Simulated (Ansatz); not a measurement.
## Profile along the Mg–Tl line in MgTl (CsCl type)

MgTl (CsCl type)

```cif
data_MgTl
_chemical_formula_sum 'Mg1 Tl1'
_space_group_name_H-M_alt 'Pm-3m'
_space_group_IT_number 221
_space_group_name_Hall '-P 4 2 3'
_cell_length_a 3.56429
_cell_length_b 3.56429
_cell_length_c 3.56429
_cell_angle_alpha 90.000
_cell_angle_beta 90.000
_cell_angle_gamma 90.000
loop_
_atom_site_label
_atom_site_type_symbol
_atom_site_symmetry_multiplicity
_atom_site_Wyckoff_symbol
_atom_site_fract_x
_atom_site_fract_y
_atom_site_fract_z
_atom_site_occupancy
Mg1 Mg 1 a 0.00000 0.00000 0.00000 1
Tl1 Tl 1 b 0.50000 0.50000 0.50000 1
```

Fields along a shortest Mg–Tl line of a {110} plane (3.09 Å), from Mg to Tl, interpolated on the slice's grid (step about 0.2 Å). All values below come from LDA (plane waves to 420 eV, PAW, scalar-relativistic; Ansatz, a program for electronic structure). k mesh 13×13×13. Inside the PAW spheres the values are not all-electron values, and peaks at nuclei hang on which shells count as valence. MgTl was relaxed with its symmetry unable to fall. Spin-orbit coupling is left out, though Tl is heavy.

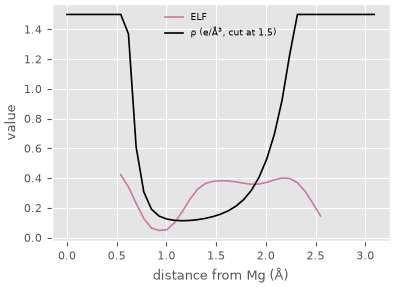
Fig. 1. ELF (away from the nuclei) and valence density from Mg to Tl.

Density on the Mg–Tl line (3.09 Å) at its density minimum, 1.2 Å from Mg: 0.11 e/Å³. ELF at that point: 0.2.
